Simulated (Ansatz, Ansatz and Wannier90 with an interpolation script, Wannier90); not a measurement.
**From a coarse GW mesh to bands everywhere: SrTiO3 (Tausonite)**

Wanted: quasiparticle gap and band widths of SrTiO3 (Tausonite) over the whole zone.

Calculated with Ansatz 0.2.0; LDA, Wannier functions and G0W0, plane waves, PAW.

**Experimental background.**

- Gap 3.77 eV: direct gap (M0 critical point); spectroscopic ellipsometry, second-derivative fit; 300 K; bulk crystal (commercial single crystal) (“Optical probe of ferroelectric order in bulk and thin film perovskite titanates”, 2013, arxiv:1309.1245).

### 1. Set-up

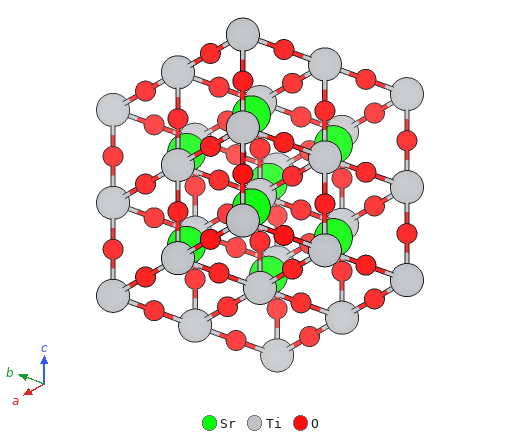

The cell as given, from a free direction (strontium green, titanium light grey, oxygen red). 2×2×2 cells are drawn. Some periodic images of atoms are drawn too.

The cell and positions come from the Crystallography Open Database and are kept as given unless a step says otherwise. The default PAW set here is soft_2. Its files were made with PBE.

### 2. LDA bands

The cheap functional maps the bands first; the places of the edges decide which points the dearer methods must see.

This step: DFT, LDA, plane waves, PAW.

Input file input.yaml:

```yaml
crystal:
  lattice:
    - [3.90528, 0.0, 0.0]
    - [0.0, 3.90528, 0.0]
    - [0.0, 0.0, 3.90528]
  atoms:
    - { symbol: Sr, position: [0.5, 0.5, 0.5] }
    - { symbol: Ti, position: [0.0, 0.0, 0.0] }
    - { symbol: O, position: [0.5, 0.0, 0.0] }
    - { symbol: O, position: [0.0, 0.5, 0.0] }
    - { symbol: O, position: [0.0, 0.0, 0.5] }
kpoints:
  mp_grid: { grid: [4, 4, 4] }
  band_path:
    path:
      - [[0.0, 0.0, 0.0], [0.0, 0.5, 0.0], [0.5, 0.5, 0.0], [0.0, 0.0, 0.0], [0.5, 0.5, 0.5], [0.0, 0.5, 0.0]]
      - [[0.5, 0.5, 0.5], [0.5, 0.5, 0.0]]
    npoints: 10
hamiltonian:
  xc: lda
scf:
  occupations: { method: fermi_dirac, width: 0.02 }
  n_extra_bands: 31
output:
  eigenvalues: true
  fatbands: true
  write_density: true
  write_potential: true
  elf: true
  volumetric_format: npy
```

Command:

```bash
> ansatz run input.yaml --threads 8 --pin off --max-ram 18432MiB --backend cpu --events-out ev --progress --plain --runs-dir out
```

Numbers of over 12 decimals in the logs are rounded to 6 here.

What it wrote:

```text
scf.n_extra_bands = 31 over 20 filled bands (N_el = 40.0): the run solves 51 bands
Engine: ansatz 0.2.0, aarch64-unknown-linux-gnu
Pseudopotentials: kind: paw
Pseudopotential: Sr, paw, valence charge 10, recommended cutoff 420 eV (normal), Sr.paw.azcp
Pseudopotential: Ti, paw, valence charge 12, recommended cutoff 420 eV (normal), Ti.paw.azcp
Pseudopotential: O, paw, valence charge 6, recommended cutoff 420 eV (normal), O.paw.azcp
Functional definition: SPW92
  exchange = slater_x
  correlation = pw_c
Crystal: 5 atoms, lattice volume = 59.560 Å³
Basis set: ecut = 420 eV, 1189 PW (Γ)
Bands: 51, of which v1, the nominal top of the filled ones, is band 20 counted from 1 (19 counted from 0)
Symmetry: 48 space group operations
Space group: Pm-3m (ITA 221), of the structure as read, at distance tolerance 3.9e-5 Å
k-points: 10 of 64
Non-local potential: Sr, projectors of the file, l = 0: 3, l = 1: 2, l = 2: 2
Non-local potential: Ti, projectors of the file, l = 0: 3, l = 1: 2, l = 2: 3, l = 3: 1
Non-local potential: O, projectors of the file, l = 0: 2, l = 1: 2, l = 2: 1
PAW form: soft (Blöchl's): semilocal exchange-correlation on the pseudo side does not see the compensation charge
PAW frozen core: Sr, regenerated for the run's functional, and the local potential with it (the file was generated under x = pbe(κ = 0.804, μ = 0.219515), c = pbe(β = 0.066725))
PAW frozen core: Ti, regenerated for the run's functional, and the local potential with it (the file was generated under x = pbe(κ = 0.804, μ = 0.219515), c = pbe(β = 0.066725))
PAW frozen core: O, regenerated for the run's functional, and the local potential with it (the file was generated under x = pbe(κ = 0.804, μ = 0.219515), c = pbe(β = 0.066725))
PAW one-centre angular grid: Sr, 110 points (default); XC on 64 Gauss nodes
PAW one-centre angular grid: Ti, 590 points (default); XC on 64 Gauss nodes
PAW one-centre angular grid: O, 110 points (default); XC on 64 Gauss nodes
Initial density: superposition of atomic densities (neutral atoms: chi_scale 0, normalization atom), corrected by the library's trained network
Initial wavefunctions: pseudopotential atomic-orbital guess
Functional: x = slater, c = lda
SCF iter   1: F=—  HF=-7569.392056 eV  |F-HF|=—  |Δ(HF+E_count)|=         —  Δρ=1.75e-2  dr2=1.71e-1  ethr=1.77e-3  ⟨swp⟩=7.7  Hψ=2654  notcnv=0  defer=148
preconditioner: auto → Resta (q_TF=auto, 2.553 Å⁻¹)  ε∞=2.2  [insulator: Δε(μ)=1.521 eV  Ē_g=23.919 eV  σ=0.020 eV  W_gap=1.00  n_scr=18 (ndim 8)  ℏωp=26.4 eV  f_vac=0.000  D(μ)=0.00/eV (n_scr^D=0)  ε∞_Penn≈2.2]
SCF iter   2: F=—  HF=-7569.362932 eV  |F-HF|=—  |Δ(HF+E_count)|=   2.91e-2  Δρ=8.93e-3  dr2=4.97e-2  ethr=4.26e-4  ⟨swp⟩=2.0  Hψ=640  notcnv=0  defer=221
SCF iter   3: F=—  HF=-7569.352422 eV  |F-HF|=—  |Δ(HF+E_count)|=   1.05e-2  Δρ=1.23e-3  dr2=5.71e-4  ethr=1.24e-4  ⟨swp⟩=2.0  Hψ=414  notcnv=0  defer=246
SCF iter   4: F=—  HF=-7569.352229 eV  |F-HF|=—  |Δ(HF+E_count)|=   1.93e-4  Δρ=3.28e-4  dr2=6.65e-5  ethr=1.43e-6  ⟨swp⟩=2.0  Hψ=426  notcnv=0  defer=249
SCF iter   5: F=—  HF=-7569.352222 eV  |F-HF|=—  |Δ(HF+E_count)|=   6.54e-6  Δρ=9.49e-5  dr2=6.36e-6  ethr=1.66e-7  ⟨swp⟩=1.9  Hψ=317  notcnv=0  defer=249
SCF iter   6: F=—  HF=-7569.352221 eV  |F-HF|=—  |Δ(HF+E_count)|=   1.03e-6  Δρ=1.53e-5  dr2=2.08e-7  ethr=1.59e-8  ⟨swp⟩=1.9  Hψ=306  notcnv=0  defer=249
SCF iter   7: F=-7569.352221 eV  HF=-7569.352221 eV  |F-HF|=7.34e-9  |Δ(HF+E_count)|=   3.73e-8  Δρ=2.67e-6  dr2=8.11e-9  ethr=2.50e-10  ⟨swp⟩=10.2  Hψ=2787  notcnv=0
SCF 1 converged in 7 iterations: F = -7569.352221 eV  dr2 = 8.11e-9
[...]
NSCF: frozen V_eff on 62 k-points
SCF converged after 7 iterations
Free energy (F): -7569.352221 eV
Harris-Foulkes:  -7569.352221 eV  (|F-HF|=7.34e-9)
Internal energy: -7569.352221 eV  (E = F + TS)
E sigma→0 (E₀):  -7569.352221 eV
Fermi energy:    10.492873 eV
--- Per-component energies (eV) ---
  E_band       = -214.810777
  E_kinetic    = 1042.853723
  E_local      = -2388.995754  (includes V_loc(G=0)·N_el)
  E_nonlocal   = 361.431994
  E_hartree    = 829.163467
  E_xc         = -489.205204
  E_vxc        = -567.684822  (∫ρ·V_xc dr)
  E_paw        = -4034.424047  (= ΣΔE_a)
  E_vpaw       = -320.747437  (= ΣTr[D̂ρ^β])
  E_aug_tail   = 0.007690  (compensation charges beyond the density's cutoff)
  E_ewald      = -2891.094941
  E_core_change = 0.910850  (= ΣΔE_core)
  E_smearing   = -0.000000  (= −TS)
  E_closure    = -0.000000  (closes the sum)
  Σ components = -7569.352221   (vs F -7569.352221, Δ=0.00e0)
--- Band table (eV; the first three rows and the last of 10) ---
  k-point 0: bands = [... 16 lower, 8.4188, 9.2600, 9.2600, 9.2600, 11.3729, 11.3729, 11.3729, 13.9591, ... 27 higher]
  k-point 1: bands = [... 16 lower, 7.9205, 7.9634, 9.0128, 9.0128, 11.4567, 12.4675, 12.4675, 13.9727, ... 27 higher]
  k-point 2: bands = [... 16 lower, 7.2125, 7.5806, 8.8773, 8.8773, 11.5449, 13.3549, 13.3549, 13.9793, ... 27 higher]
  k-point 9: bands = [... 16 lower, 5.8366, 9.6096, 9.6096, 9.6096, 14.0430, 14.0430, 14.0430, 16.4934, ... 27 higher]
```

It took 1.7 s on 8 threads of Arm Neoverse V1, shared host; peak memory 0.44 GiB.

This step gave:

| Item | Value |
| --- | --- |
| filled bands | 20 |
| gap | 1.763 eV |
| valence top at | R |
| conduction bottom at | Γ |
| least direct gap | 2.113 eV |

The gap is indirect, with the least direct gap 0.35 eV higher.

The electronic bands at the labelled points (eV, zero at the top of the highest nominally filled band):

```
    point  band 17  band 18  band 19  band 20  band 21  band 22  band 23  band 24
        Γ    -1.19    -0.35    -0.35    -0.35     1.76     1.76     1.76     4.35
        X    -2.40    -2.03    -0.73    -0.73     1.94     3.75     3.75     4.37
        M    -1.73    -1.58    -1.58    -0.09     3.75     3.75     4.20     5.33
        Γ    -1.19    -0.35    -0.35    -0.35     1.76     1.76     1.76     4.35
        R    -3.77     0.00     0.00     0.00     4.43     4.43     4.43     6.88
        X    -2.40    -2.03    -0.73    -0.73     1.94     3.75     3.75     4.37
jump to R    -3.77     0.00     0.00     0.00     4.43     4.43     4.43     6.88
        M    -1.73    -1.58    -1.58    -0.09     3.75     3.75     4.20     5.33
```

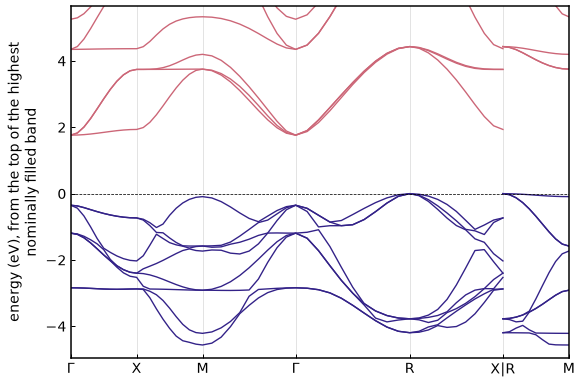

Electronic bands along the path; lines of filled and empty bands in two colours.

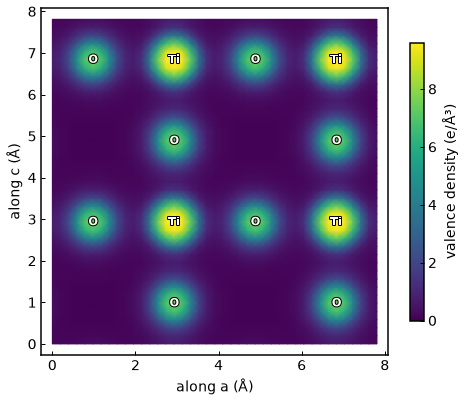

Valence density in the ac plane at fractional y = 0.000, with atoms of Ti and O within 0.2 Å of it. It is the smooth field of the valence electrons, not physical close to the nuclei. The map starts off the cell's origin, so that atoms lie inside it.

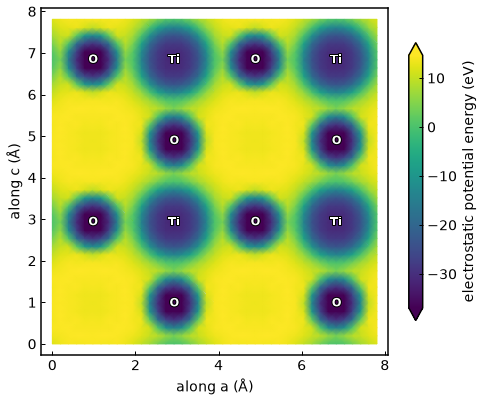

Electrostatic potential energy in the ac plane at fractional y = 0.000, with atoms of Ti and O within 0.2 Å of it. With pseudopotentials it is smooth inside the atoms' cores, unlike the true potential. The map starts off the cell's origin, so that atoms lie inside it.

### 3. Overlaps and projections on 8×8×8

This step: overlaps and projections of LDA states for Wannier90, plane waves, PAW.

input.yaml, the sections that differ from step 2:

```yaml
kpoints:
  mp_grid: { grid: [4, 4, 4] }
scf:
  occupations: { method: fixed }
  n_extra_bands: 31
output:
  wannier:
    kmesh: [8, 8, 8]
    projections: [{ species: O, l: p, shell: 2 }, { species: Ti, l: d, shell: 3 }]
    minimise: false
    seedname: w
    disentanglement: { window: [4.73, 18.57], frozen_window: [4.73, 13.87] }
# crystal, hamiltonian: as in step 2
```

What it wrote:

```text
[...]
Crystal: 5 atoms, lattice volume = 59.560 Å³
Basis set: ecut = 420 eV, 1189 PW (Γ)
Bands: 51, of which v1, the nominal top of the filled ones, is band 20 counted from 1 (19 counted from 0)
Symmetry: 48 space group operations
[...]
k-points: 10 of 64
[...]
--- Band table (eV; the first three rows and the last of 10) ---
  k-point 0: bands = [... 16 lower, 8.4188, 9.2600, 9.2600, 9.2600, 11.3729, 11.3729, 11.3729, 13.9591, ... 27 higher]
  k-point 1: bands = [... 16 lower, 7.9206, 7.9634, 9.0128, 9.0128, 11.4567, 12.4676, 12.4676, 13.9727, ... 27 higher]
  k-point 2: bands = [... 16 lower, 7.2125, 7.5806, 8.8774, 8.8774, 11.5449, 13.3549, 13.3549, 13.9793, ... 27 higher]
  k-point 9: bands = [... 16 lower, 5.8367, 9.6097, 9.6097, 9.6097, 14.0430, 14.0430, 14.0430, 16.4933, ... 27 higher]
[key lines of the parts left out:]
SCF converged after 7 iterations
Free energy (F): -7569.352221 eV
Fermi energy:    9.609689 eV
```

It took 4.4 s on 8 threads; peak memory 0.85 GiB.

[end of part 1 of 3]

[Paths, hosts, dates, memory and timing lines, banners, echoed tables and standing remarks are left out of the program output.]

[Logs are printed without paths, hosts, clocks, repeated set-up lines and the standing remarks that a program may print on its own settings, such as how far it seeks lower states.]

[Runs of the session that timed out or met a known fault of the program may be left out.]

[Hosts, paths, dates, database ids (printed as entryN), source tags and the programs' standing remarks are cut or masked in the printed files.]
